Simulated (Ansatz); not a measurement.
**CdSe: response to strain**

Consider CdSe in the zinc blende structure (space group F-43m, No. 216).

```cif
data_CdSe
_chemical_formula_sum 'Se1 Cd1'
_space_group_name_H-M_alt 'P 1'
_space_group_IT_number 1
_cell_length_a 4.30064
_cell_length_b 4.30064
_cell_length_c 4.30064
_cell_angle_alpha 60.000
_cell_angle_beta 60.000
_cell_angle_gamma 60.000
loop_
_space_group_symop_operation_xyz
  'x, y, z'
loop_
_atom_site_label
_atom_site_type_symbol
_atom_site_fract_x
_atom_site_fract_y
_atom_site_fract_z
_atom_site_occupancy
Se1 Se 0.75000 0.75000 0.75000 1
Cd1 Cd 0.00000 0.00000 0.00000 1
```

Strains are applied to the cell and any free atomic positions relax.

Calculations: PBEsol (Ansatz, a program for electronic structure), scalar-relativistic without spin-orbit coupling, earlier PAW set.

Notes on the quantities. energy relative to the base: free energy F.

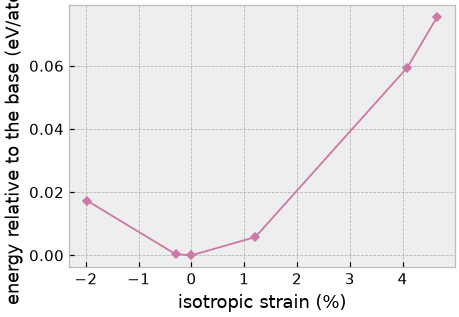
Figure: Energy relative to the base against isotropic strain

Problem. From the plot, what is the energy relative to the base for isotropic strain +4.09 %?

Solution. About 0.059 eV/atom.

Problem. Is the trend monotonic over the range shown?

Solution. No, it turns within the range, spanning 0 meV/atom to +76 meV/atom.

Stability against distortions was not tested.
